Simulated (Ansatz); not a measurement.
# A hypothetical structure for Li5Zn2, part 2 of 2

Starting from a made-up structure for Li5Zn2, the aim is the relaxed cell, its shortest contacts and, where a second run follows, its electronic structure.

Ansatz 0.2.0; DFT, r2SCAN, plane-wave PAW, files of the set soft_1, scalar-relativistic, no spin, cell and ions relaxed at zero pressure; PAW set soft_1 (the session's first sound run).

So far: Set-up; Relaxing cell and atoms. The relaxed cell has a = 4.506, c = 19.086 Å (conventional setting).

### 3. Electronic structure of the relaxed cell

A second self-consistent run takes a narrower smearing and the mesh shown in its input; the bands follow along the standard path of the relaxed lattice.

This step: DFT, r2SCAN, plane-wave PAW, files of the set soft_1, scalar-relativistic, no spin, bands and density of states at the relaxed cell; PAW set soft_1 (Ansatz 0.2.0).

Input file input.yaml:

```yaml
crystal:
  lattice:
    - [2.2531554526, 1.3008599071, 6.3618506693]
    - [-2.2531554526, 1.3008599071, 6.3618506693]
    - [0.0, -2.6017198142, 6.3618506693]
  atoms:
    - { symbol: Zn, position: [0.9332697851, 0.9332697851, 0.9332697851] }
    - { symbol: Zn, position: [0.0667302149, 0.0667302149, 0.0667302149] }
    - { symbol: Li, position: [0.6448364515, 0.6448364515, 0.6448364515] }
    - { symbol: Li, position: [0.3551635485, 0.3551635485, 0.3551635485] }
    - { symbol: Li, position: [0.7880000638, 0.7880000638, 0.7880000638] }
    - { symbol: Li, position: [0.2119999362, 0.2119999362, 0.2119999362] }
    - { symbol: Li, position: [0.5, 0.5, 0.5] }
kpoints:
  mp_grid: { grid: [8, 8, 8] }
  band_path:
    path:
      - [[0.0, 0.0, 0.0], [0.5, 0.0, 0.0], [0.5, 0.1945409, -0.1945409]]
      - [[0.8054591, 0.5, 0.1945409], [0.5, 0.5, 0.5], [0.0, 0.0, 0.0], [0.34727045, 0.0, -0.34727045]]
      - [[0.65272955, 0.34727045, 0.0], [0.5, 0.5, 0.0], [0.65272955, 0.65272955, 0.1945409], [0.5, 0.5, 0.5]]
      - [[0.5, 0.0, 0.0], [0.8054591, 0.34727045, 0.34727045]]
    npoints: 8
scf:
  occupations: { method: fermi_dirac, width: 0.03 }
  n_extra_bands: 11
hamiltonian:
  xc: r2scan
  pseudopotentials: { kind: paw, azcp: { folder: soft_1 } }
output:
  forces: true
  stress: true
  write_bands: true
  dos: { projected: true }
  write_density: true
  write_potential: true
  elf: true
  volumetric_format: npy
```

Command:

```bash
ansatz run input.yaml --threads 4 --pin off --max-ram 10240MiB --backend cpu --events-out ev --progress --plain --runs-dir out
```

Numbers of over 12 decimals in the logs are rounded to 6 here.

Output:

```text
[...]
Crystal: 7 atoms, lattice volume = 111.881 Å³
Basis set: ecut = 500 eV, 2831 PW (Γ), FFT grids on a1−a2, a2, −a2+a3, exchange–correlation on 144×216×144 points (64 copies of the dense FFT grid, shifted against one another)
Bands: 31, of which v1, the nominal top of the filled ones, is band 20 counted from 1 (19 counted from 0)
Symmetry: 12 space group operations
[...]
k-points: 65 of 512
[...]
SCF iter   1: F=—  HF=-7678.752850 eV  |F-HF|=—  |Δ(HF+E_count)|=         —  Δρ=5.70e-2  dr2=4.79e0  dr2_τ=1.23e-2  ethr=3.10e-3  ⟨swp⟩=7.2  Hψ=10593  notcnv=0  defer=45
[...]
SCF iter   9: F=-7677.725620 eV  HF=-7677.725620 eV  |F-HF|=4.79e-9  |Δ(HF+E_count)|=   1.54e-7  Δρ=3.40e-6  dr2=1.71e-8  dr2_τ=3.88e-11  ethr=2.56e-10  ⟨swp⟩=15.0  Hψ=15134  notcnv=0
SCF 1 converged in 9 iterations: F = -7677.725620 eV  dr2 = 1.71e-8
[...]
NSCF: frozen V_eff on 76 k-points
SCF converged after 9 iterations
Free energy (F): -7677.725620 eV
[...]
Internal energy: -7677.716930 eV  (E = F + TS)
E sigma→0 (E₀):  -7677.721275 eV
Entropy (-TS):   -0.008690 eV (-1.241 meV/atom)
Fermi energy:    3.909000 eV
[...]
--- Forces (eV/Å), atoms counted from 1 ---
  atom   1  Zn    -0.00000000     0.00000000     0.02168287
  atom   2  Zn    -0.00000000     0.00000000    -0.02168287
  atom   3  Li     0.00000000     0.00000000     0.00717062
  atom   4  Li    -0.00000000    -0.00000000    -0.00717062
  atom   5  Li     0.00000000    -0.00000000    -0.00845843
  atom   6  Li     0.00000000     0.00000000     0.00845843
  atom   7  Li     0.00000000    -0.00000000     0.00000000
  max |Σ_I F_I| component: 2.89e-18 eV/Å
--- Stress (GPa, compression-positive) ---
        0.426111       0.000000       0.000000
        0.000000       0.426111       0.000000
       -0.000000      -0.000000      -0.929793
  P = ⅓ Tr σ = -0.0259 GPa (-0.259 kbar)
--- Band table (eV; the first three rows and the last of 65) ---
  k-point 0: bands = [... 16 lower, 0.3614, 1.8639, 6.2122, 6.2122, 7.1994, 7.1994, 8.2082, 8.2082, ... 7 higher]
  k-point 1: bands = [... 16 lower, 0.4298, 2.0270, 4.8948, 5.5955, 6.4637, 6.7186, 7.9573, 8.4925, ... 7 higher]
  k-point 2: bands = [... 16 lower, 0.6463, 2.4419, 3.2599, 4.9026, 5.0302, 5.7654, 7.7303, 8.0006, ... 7 higher]
  k-point 64: bands = [... 16 lower, -1.1348, 5.0743, 5.8445, 5.8445, 5.9033, 7.0897, 7.0897, 8.9588, ... 7 higher]
```

The job ended after 4 s (4 threads of AMD EPYC 9B45 (Zen 5), shared host; peak memory 0.9 GiB; 15 s of CPU time).

In the SCF lines HF is the Harris–Foulkes energy and dr2 the Hartree energy of the density residual, in eV; the loop may stop once dr2 is under the threshold and the program's other checks hold. Hψ counts applications of the Hamiltonian.

Numbers from this step:

```
free energy             : -7677.7256 eV
energy at zero smearing : -7677.7213 eV
smearing term TS        : 0.008690 eV
Fermi energy            : 3.909 eV
pressure                : -0.02586 GPa
```

From bands.tsv, the bands that come nearest the Fermi level along the path, at its corners, in eV from the Fermi level:

```
point  band 17  band 18  band 19  band 20  band 21  band 22  band 23  band 24
    Γ    -3.55    -2.05     2.30     2.30     3.29     3.29     4.30     4.30
    L    -3.07    -2.12    -0.97    -0.22     0.45     1.00     2.84     3.65
   B1    -3.08    -1.89    -1.81    -0.40    -0.18     1.02     3.59     5.22
    B    -3.08    -1.89    -1.81    -0.40    -0.18     1.02     3.59     5.22
    Z    -5.04     1.17     1.94     1.94     1.99     3.18     3.18     5.05
    Γ    -3.55    -2.05     2.30     2.30     3.29     3.29     4.30     4.30
    X    -2.98    -1.94    -1.60    -0.99     0.44     0.51     3.68     4.69
    Q    -2.98    -1.94    -1.60    -0.99     0.44     0.51     3.68     4.69
    F    -3.46    -2.13    -1.60    -0.39     1.49     2.73     3.40     3.48
   P1    -3.49    -2.39    -0.95    -0.25     0.98     2.60     3.17     3.36
    Z    -5.04     1.17     1.94     1.94     1.99     3.18     3.18     5.05
    L    -3.07    -2.12    -0.97    -0.22     0.45     1.00     2.84     3.65
    P    -3.49    -2.39    -0.95    -0.25     0.98     2.60     3.17     3.36
```

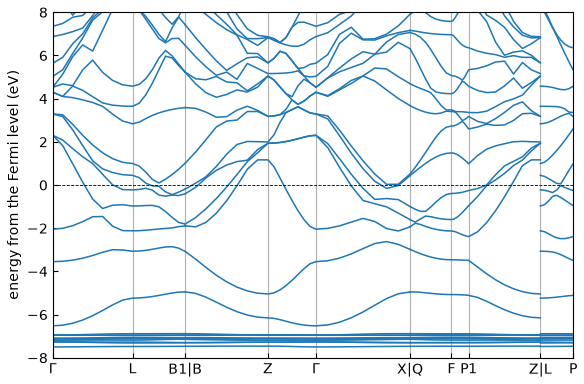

Bands along the path. 5 bands lie wholly below the window drawn.

Counts of states for the cell as run, both spins, by energy window (eV from the Fermi level):

```csv
from,to,total
-8,-7,14.00
-7,-6,6.33
-6,-5,1.64
-5,-4,0.43
-4,-3,1.24
-3,-2,0.89
-2,-1,1.58
-1,0,2.76
0,1,2.46
1,2,1.51
2,3,0.83
3,4,2.23
4,5,2.94
5,6,2.44
```

Below -8 eV lie 10.0 more states.

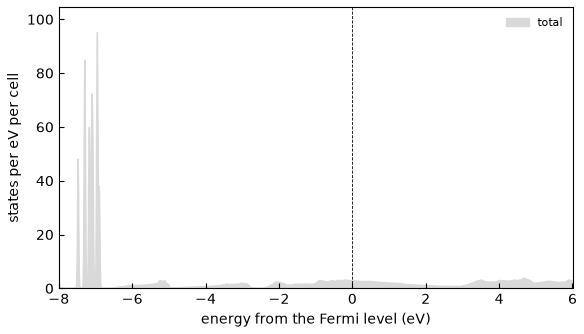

Total density of states, smoothed over about 0.04 eV.

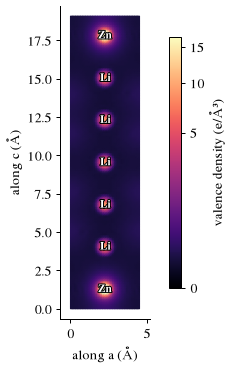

Valence density in the ac plane of the conventional cell at fractional y = 0.000, with atoms of Zn and Li within 0.2 Å of it. It is the smooth field of the valence electrons, not physical close to the nuclei. The map starts off the cell's origin, so that atoms lie inside it. The colour scale is stretched toward low values.

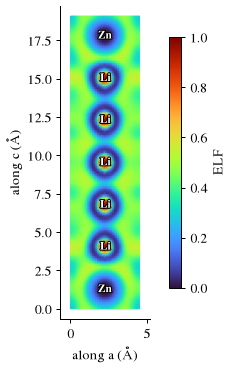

ELF in the ac plane of the conventional cell at fractional y = 0.000, with atoms of Zn and Li within 0.2 Å of it. It is the smooth field of the valence electrons, not physical close to the nuclei. The map starts off the cell's origin, so that atoms lie inside it.

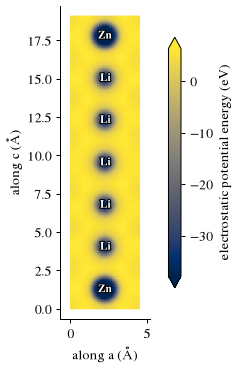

Electrostatic potential energy in the ac plane of the conventional cell at fractional y = 0.000, with atoms of Zn and Li within 0.2 Å of it. With pseudopotentials it is smooth inside the atoms' cores, unlike the true potential. The map starts off the cell's origin, so that atoms lie inside it.

### 4. What came out

```yaml
space_group_relaxed: R-3m
conventional_cell: a = 4.506, b = 4.506, c = 19.086 Å; α = 90.0°, β = 90.0°, γ = 120.0°
volume_per_atom: 15.98 Å³ (guess 15.47)
```

In words: Li5Zn2 relaxes to R-3m with a = 4.506, b = 4.506 and c = 19.086 Å. The guessed volume was 3 % too small. The space group R-3m was held in the relaxation, so the end point is a stationary structure within it and may be a saddle against distortions or other arrangements. Bands cross the Fermi level, so it is a metal or semimetal at this level. The electron count is odd, which forces that without spin polarisation or a larger cell. On the 8×8×8 mesh with the narrower smearing (relaxed on 7×7×7) the largest force component is 0.022 eV/Å and the largest stress component is 0.930 GPa, against the relaxation's thresholds of 0.015 eV/Å and 0.05 GPa. The cutoff wasn't tested. No dispersion term is used, so weakly bound directions may come out too long. Nothing here tests whether the compound is stable against decomposition.

[Logs are printed without paths, hosts, clocks, repeated set-up lines and the standing remarks that a program may print on its own settings, such as how far it seeks lower states.]

[Hosts, paths, dates, database ids (printed as entryN), source tags and the programs' standing remarks are cut or masked in the printed files.]
